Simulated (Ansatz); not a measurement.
# CH3NSi: geometry relaxation

The run: geometry relaxation of CH3NSi. Method and program: RKS PBE-D4/def2-SVP (Ansatz 0.2.0).

Figures and captions count atoms from 1; the log counts them from 0 in places.

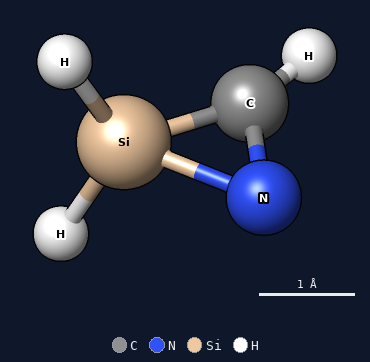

Figure 1. The input geometry (ball-and-stick view, seen at a tilt).

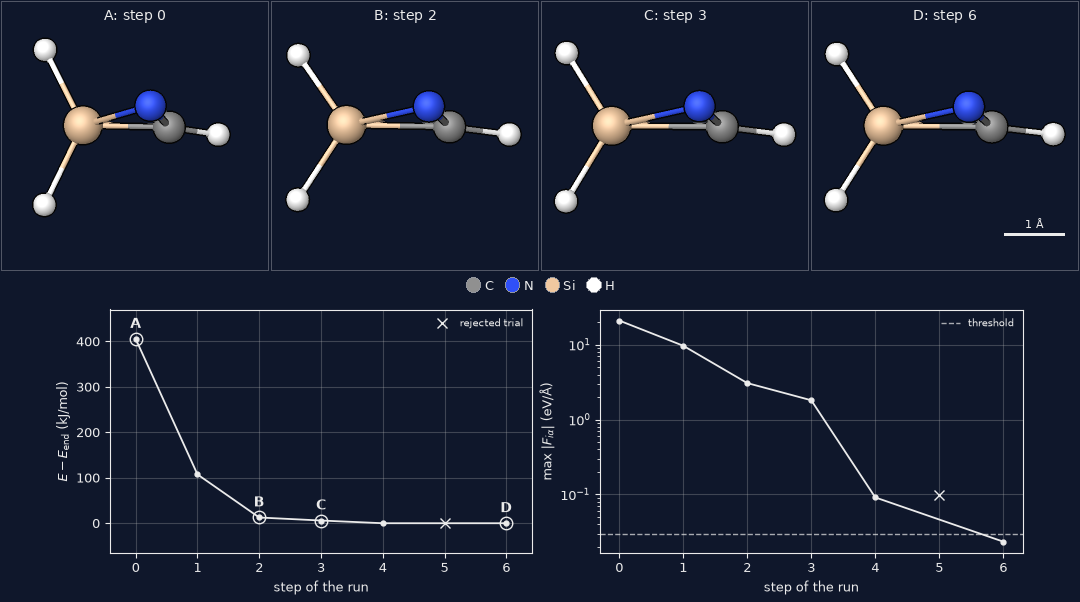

Figure 2. Frames of the relaxation (ball-and-stick view, seen at a tilt) above the curves, on which the letters mark them (the first geometry is step 0 here and step 1 in the log).

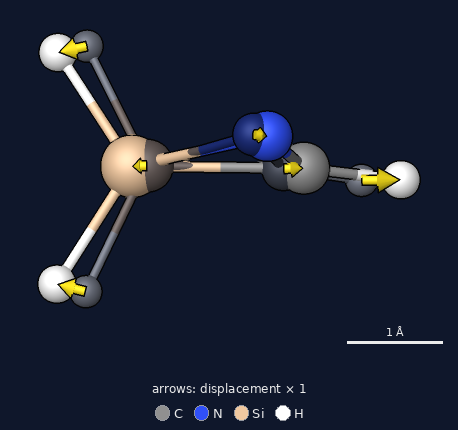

Figure 3. Start (faint) and end (solid) with the displacements as yellow arrows, at true length (ball-and-stick view, seen at a tilt). The two geometries are laid on each other by the best rigid fit. After 6 geometry steps the energy has fallen by 405.4 kJ/mol. The largest force component goes from 21 to 0.023 eV/Å. The line search rejected the trial step at point 5 (counted from 0) and went back. The atom that moves furthest after the best rigid fit is H4 (0.42 Å). Largest moves by element: H 0.42 Å, C 0.21 Å, Si 0.16 Å, N 0.15 Å. Among the contacts that change: C1–Si3 1.442 → 1.810 Å, N2–Si3 1.664 → 1.854 Å, C1–H4 0.931 → 1.111 Å, C1–N2 1.349 → 1.284 Å. Among the angles that change: H5–Si3–H6 128.4° → 116.2°, C1–N2–Si3 56.0° → 67.6°, C1–Si3–N2 50.9° → 41.0°. (Atoms are counted from 1 in the order of the input.)

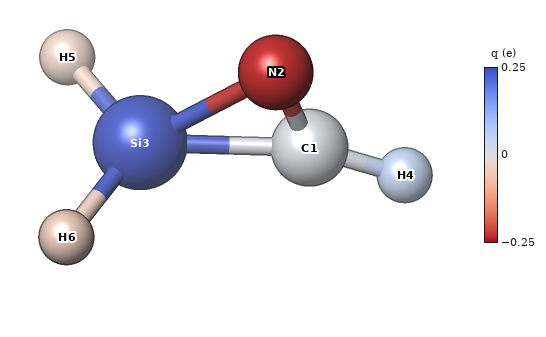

Figure 4. Mulliken charges, as the colour of each atom (ball-and-stick view, seen at a tilt; atoms are numbered from 1 in the order of the input). By element: C +0.01, N −0.23, Si +0.24 and H −0.04 to +0.05 e.

The input and output of the run follow.

Input:
```yaml
crystal:
  periodic: [false, false, false]
  atoms:
    - {symbol: C, position_ang: [-0.384011, -0.761594, -0.102540]}
    - {symbol: N, position_ang: [0.884250, -0.863812, 0.344686]}
    - {symbol: Si, position_ang: [0.127134, 0.581570, 0.020277]}
    - {symbol: H, position_ang: [-1.022423, -1.409941, -0.298608]}
    - {symbol: H, position_ang: [0.639969, 1.174346, -1.248925]}
    - {symbol: H, position_ang: [-0.244919, 1.279430, 1.285110]}
basis:
  gaussian: {orbitals: def2-SVP}
hamiltonian: {xc: pbe, dispersion: d4}
relax: {f_tol: 0.03, max_steps: 250}
```

Command:
```bash
ansatz run in.yaml --threads 2 --pin off --events-out ev --progress --plain --max-ram 4352MiB
```

Log:
```
Functional definition: PBE
  name "PBE"
  cite "Perdew, Burke & Ernzerhof, Phys. Rev. Lett. 77, 3865 (1996) doi:10.1103/PhysRevLett.77.3865"
  parent pbe
  parameter kappa = 0.804
  parameter beta = 0.06672455060314922
  exchange = pbe_x(kappa = kappa, mu = beta*pi^2/3)
  correlation = pbe_c(beta = beta)
700 factors; their error is unknown
mean field evaluation 1: about -10429.2108 eV, gradient 4.9e1 eV
mean field evaluation 2: about -10418.3593 eV, gradient 7.8e1 eV
mean field evaluation 4: about -10434.9590 eV, gradient 1.8e1 eV
mean field evaluation 8: about -10435.5953 eV, gradient 1.7e-1 eV
mean field -10435.59540096 eV, -383.5010574848 hartree, gradient 3.4e-5 eV, S^2 0.000000; 0 other end points of the search recorded, 0 dependent functions left out
the calculation of the forces begins
reference -10435.59542831 eV, -383.5010584899 hartree; 15, 15 occupied and 46, 46 virtual orbitals, 700 factors
relax step   1: F+E_penalty+E_count = -10435.69469620 eV  Δ(F+E_penalty+E_count) = +0.000e0 eV  max|allowed force component| = 2.105e1 eV/Å  Δτ_max = 0.0000 Å  (24 SCF iters, accepted)
these checks for a lower state are left out or cut short: starts, cluster_reference, orbital_swaps, neighbouring_geometries, increment
700 factors; their error is unknown
mean field evaluation 16: about -10438.4826 eV, gradient 1.3e1 eV
mean field -10438.68544457 eV, -383.6146144929 hartree, gradient 1.8e-5 eV, S^2 0.000000; 0 other end points of the search recorded, 0 dependent functions left out
the calculation of the forces begins
reference -10438.68547268 eV, -383.6146155257 hartree; 15, 15 occupied and 46, 46 virtual orbitals, 700 factors
relax step   2: F+E_penalty+E_count = -10438.78355952 eV  Δ(F+E_penalty+E_count) = -3.089e0 eV  max|allowed force component| = 9.696e0 eV/Å  Δτ_max = 0.1963 Å  (35 SCF iters, accepted)
these checks for a lower state are left out or cut short: starts, cluster_reference, orbital_swaps, neighbouring_geometries, increment
700 factors; their error is unknown
mean field -10439.66880062 eV, -383.6507521612 hartree, gradient 1.7e-5 eV, S^2 0.000000; 0 other end points of the search recorded, 0 dependent functions left out
the calculation of the forces begins
reference -10439.66882849 eV, -383.6507531852 hartree; 15, 15 occupied and 46, 46 virtual orbitals, 700 factors
relax step   3: F+E_penalty+E_count = -10439.76548530 eV  Δ(F+E_penalty+E_count) = -9.819e-1 eV  max|allowed force component| = 3.077e0 eV/Å  Δτ_max = 0.1577 Å  (28 SCF iters, accepted)
these checks for a lower state are left out or cut short: starts, cluster_reference, orbital_swaps, neighbouring_geometries, increment
700 factors; their error is unknown
mean field evaluation 32: about -10439.7924 eV, gradient 1.3e-1 eV
mean field -10439.73884486 eV, -383.6533262394 hartree, gradient 2.5e-5 eV, S^2 0.000000; 0 other end points of the search recorded, 0 dependent functions left out
the calculation of the forces begins
reference -10439.73887260 eV, -383.6533272587 hartree; 15, 15 occupied and 46, 46 virtual orbitals, 700 factors
relax step   4: F+E_penalty+E_count = -10439.83439106 eV  Δ(F+E_penalty+E_count) = -6.891e-2 eV  max|allowed force component| = 1.812e0 eV/Å  Δτ_max = 0.0992 Å  (28 SCF iters, accepted)
these checks for a lower state are left out or cut short: starts, cluster_reference, orbital_swaps, neighbouring_geometries, increment
700 factors; their error is unknown
mean field -10439.80001380 eV, -383.6555741566 hartree, gradient 7.6e-6 eV, S^2 0.000000; 0 other end points of the search recorded, 0 dependent functions left out
the calculation of the forces begins
reference -10439.80004164 eV, -383.6555751797 hartree; 15, 15 occupied and 46, 46 virtual orbitals, 700 factors
relax step   5: F+E_penalty+E_count = -10439.89598944 eV  Δ(F+E_penalty+E_count) = -6.160e-2 eV  max|allowed force component| = 9.128e-2 eV/Å  Δτ_max = 0.0379 Å  (29 SCF iters, accepted)
these checks for a lower state are left out or cut short: starts, cluster_reference, orbital_swaps, neighbouring_geometries, increment
700 factors; their error is unknown
mean field -10439.80000049 eV, -383.6555736673 hartree, gradient 2.5e-5 eV, S^2 0.000000; 0 other end points of the search recorded, 0 dependent functions left out
the calculation of the forces begins
reference -10439.80002830 eV, -383.6555746893 hartree; 15, 15 occupied and 46, 46 virtual orbitals, 700 factors
relax step   6: F+E_penalty+E_count = -10439.89596242 eV  Δ(F+E_penalty+E_count) = +2.702e-5 eV  max|allowed force component| = 9.765e-2 eV/Å  Δτ_max = 0.0079 Å  (30 SCF iters, rejected (line search))
these checks for a lower state are left out or cut short: starts, cluster_reference, orbital_swaps, neighbouring_geometries, increment
700 factors; their error is unknown
mean field -10439.80040627 eV, -383.6555885797 hartree, gradient 2.5e-5 eV, S^2 0.000000; 0 other end points of the search recorded, 0 dependent functions left out
the calculation of the forces begins
reference -10439.80043410 eV, -383.6555896021 hartree; 15, 15 occupied and 46, 46 virtual orbitals, 700 factors
relax step   7: F+E_penalty+E_count = -10439.89637134 eV  Δ(F+E_penalty+E_count) = -3.819e-4 eV  max|allowed force component| = 2.340e-2 eV/Å  Δτ_max = 0.0031 Å  (30 SCF iters, accepted)
700 factors; their error is unknown
mean field evaluation 64: about -10438.6303 eV, gradient 2.4e1 eV
mean field -10439.80040627 eV, -383.6555885797 hartree, gradient 2.8e-5 eV, S^2 0.000000; 1 other end points of the search recorded, 0 dependent functions left out
the calculation of the forces begins
reference -10439.80043410 eV, -383.6555896021 hartree; 15, 15 occupied and 46, 46 virtual orbitals, 700 factors
Total energy: -10439.89639916 eV, -383.6591162533 hartree
Atom 0 at    -0.426370    -0.970807    -0.108662 Å, force     0.023403    -0.007372     0.008709 eV/Å
Atom 1 at     0.786179    -0.977983     0.315118 Å, force    -0.009130    -0.003651    -0.003088 eV/Å
Atom 2 at     0.151379     0.739345     0.022203 Å, force    -0.015336     0.000209    -0.005450 eV/Å
Atom 3 at    -1.117124    -1.816179    -0.314790 Å, force    -0.004132     0.009406    -0.001938 eV/Å
Atom 4 at     0.720281     1.463254    -1.151892 Å, force     0.003366     0.000624    -0.001283 eV/Å
Atom 5 at    -0.114345     1.562369     1.238022 Å, force     0.001828     0.000784     0.003050 eV/Å
Dipole moment:    -0.278134     0.168669    -0.104121 e Å
```

Trajectory as extended XYZ (Å, eV, eV/Å), 7 frames, from step=1 to step=7:
```
6
Properties=species:S:1:pos:R:3:forces:R:3 step=1 energy=-10435.69470
C    -0.3840   -0.7616   -0.1025    1.4052 -12.6075   1.0139
N     0.8842   -0.8638    0.3447   -1.5164  -3.1368  -0.3998
Si    0.1271    0.5816    0.0203    6.2046  21.0486   1.2939
H    -1.0224   -1.4099   -0.2986   -6.1108  -7.2047  -1.8354
H     0.6400    1.1743   -1.2489   -0.0386   0.9558   0.0993
H    -0.2449    1.2794    1.2851    0.0560   0.9447  -0.1720
6
Properties=species:S:1:pos:R:3:forces:R:3 step=2 energy=-10438.78356
C    -0.3847   -0.8436   -0.0994   -0.6900  -6.8161   0.0418
N     0.8571   -0.9280    0.3378   -0.8155  -1.8517  -0.2081
Si    0.1804    0.6270    0.0370    2.4006   9.6961   0.4362
H    -1.0974   -1.5904   -0.3173   -1.0661  -1.6807  -0.3026
H     0.6535    1.3163   -1.2138   -0.0066   0.3371   0.2801
H    -0.2089    1.4187    1.2557    0.1775   0.3153  -0.2474
6
Properties=species:S:1:pos:R:3:forces:R:3 step=3 energy=-10439.76548
C    -0.4104   -0.9348   -0.1046   -0.6429  -1.8226  -0.1489
N     0.8046   -0.9848    0.3218    0.2794  -0.6263   0.1235
Si    0.1814    0.6742    0.0354    0.5141   3.0765   0.0519
H    -1.1142   -1.7471   -0.3167   -0.2410  -0.4306  -0.0663
H     0.6821    1.4472   -1.1499    0.0257  -0.0962   0.0756
H    -0.1434    1.5453    1.2139    0.0647  -0.1008  -0.0359
6
Properties=species:S:1:pos:R:3:forces:R:3 step=4 energy=-10439.83439
C    -0.4227   -0.9800   -0.1070    1.4235   0.2765   0.4857
N     0.8157   -0.9992    0.3263   -1.8123   0.5990  -0.6578
Si    0.1534    0.7683    0.0217    0.0041  -1.2689   0.0541
H    -1.1416   -1.8191   -0.3232    0.3519   0.3236   0.1095
H     0.7211    1.4647   -1.1717   -0.0094   0.0380   0.0782
H    -0.1259    1.5652    1.2539    0.0422   0.0319  -0.0696
6
Properties=species:S:1:pos:R:3:forces:R:3 step=5 energy=-10439.89599
C    -0.4264   -0.9716   -0.1086    0.0913   0.0294   0.0306
N     0.7878   -0.9760    0.3156   -0.0793  -0.0685  -0.0248
Si    0.1540    0.7380    0.0232   -0.0516  -0.0050  -0.0178
H    -1.1193   -1.8157   -0.3156    0.0245   0.0121   0.0080
H     0.7184    1.4632   -1.1499    0.0189   0.0147  -0.0308
H    -0.1146    1.5621    1.2353   -0.0039   0.0174   0.0347
6
Properties=species:S:1:pos:R:3:forces:R:3 step=6 energy=-10439.89596 accepted=F
C    -0.4296   -0.9684   -0.1097    0.0728  -0.0977   0.0282
N     0.7836   -0.9776    0.3143   -0.0493   0.0428  -0.0189
Si    0.1481    0.7404    0.0210    0.0193   0.0070   0.0069
H    -1.1132   -1.8204   -0.3135   -0.0319   0.0405  -0.0120
H     0.7227    1.4634   -1.1507   -0.0039   0.0035  -0.0061
H    -0.1115    1.5626    1.2386   -0.0069   0.0039   0.0020
6
Properties=species:S:1:pos:R:3:forces:R:3 step=7 energy=-10439.89637
C    -0.4264   -0.9708   -0.1087    0.0234  -0.0074   0.0087
N     0.7862   -0.9780    0.3151   -0.0091  -0.0037  -0.0031
Si    0.1514    0.7393    0.0222   -0.0153   0.0002  -0.0054
H    -1.1171   -1.8162   -0.3148   -0.0041   0.0094  -0.0019
H     0.7203    1.4633   -1.1519    0.0034   0.0006  -0.0013
H    -0.1143    1.5624    1.2380    0.0018   0.0008   0.0031
```

Results in brief:

```tsv
quantity	value
outcome	converged
total energy	−10439.8964 eV
mean-field energy	−10439.8004 eV
dispersion energy	−0.0960 eV
SCF solution under orbital rotations	stable
largest force (length of the vector) at the end	0.026 eV/Å
dipole moment	1.64 D
hardware	2 threads of Arm Neoverse V2, 95 GiB of memory available, shared host
wall time	6 s (CPU time 10 s)
peak memory	0.12 GiB
```
